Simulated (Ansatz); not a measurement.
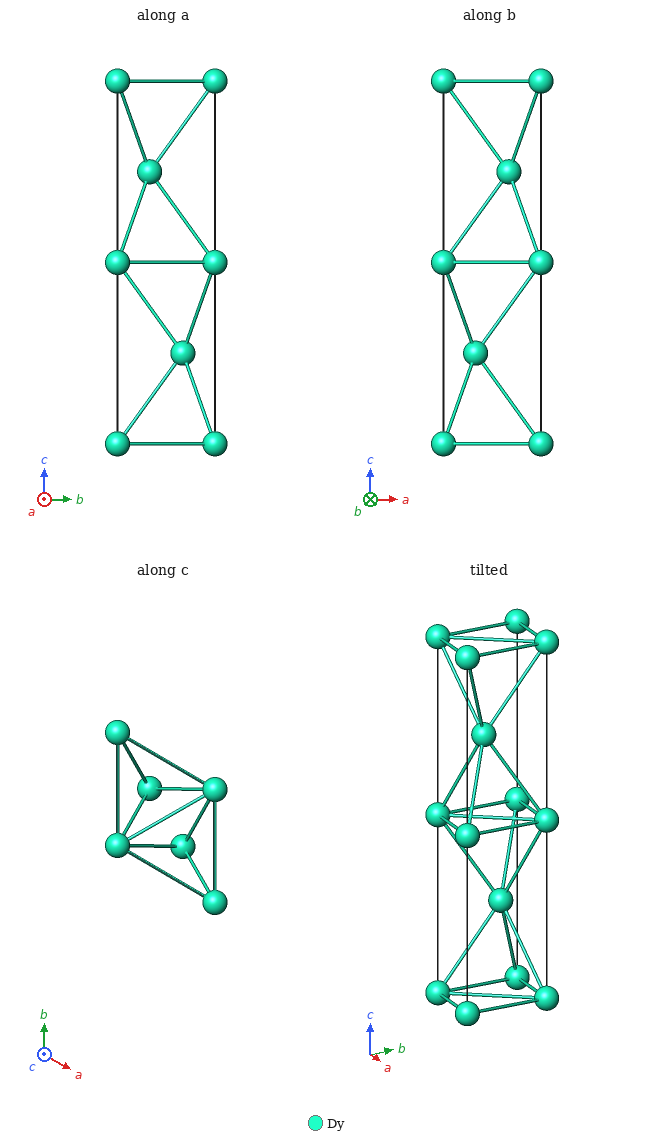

Crystal structure, ball-and-stick style, seen along the a axis, along the b axis, along the c axis and slightly off an axis. The unit cell is outlined; an atom on or near a face, edge or corner is repeated at each equivalent position.

Lattice parameters: a = 3.5646 Å, b = 3.5646 Å, c = 11.4517 Å, α = 90.000°, β = 90.000°, γ = 120.361°.

**Record the structure as a CIF in P1 with every atom of the cell, with free fractional coordinates to two decimals.**

```cif
data_structure
_symmetry_space_group_name_H-M 'P 1'
_symmetry_Int_Tables_number 1
_cell_length_a 3.5646
_cell_length_b 3.5646
_cell_length_c 11.4517
_cell_angle_alpha 90.000
_cell_angle_beta 90.000
_cell_angle_gamma 120.361
_cell_volume 125.55
loop_
_atom_site_label
_atom_site_type_symbol
_atom_site_fract_x
_atom_site_fract_y
_atom_site_fract_z
_atom_site_occupancy
Dy1 Dy 0.00 0.00 0.00 1
Dy2 Dy 0.00 0.00 0.50 1
Dy3 Dy 0.33 0.67 0.25 1
Dy4 Dy 0.67 0.33 0.75 1
```

Its origin is a structure type filled with this element by a generator (whether the element takes this form wasn't checked). Earlier steps of the study may have refined or changed the cell and positions. It was set up as input for a calculation with Ansatz.
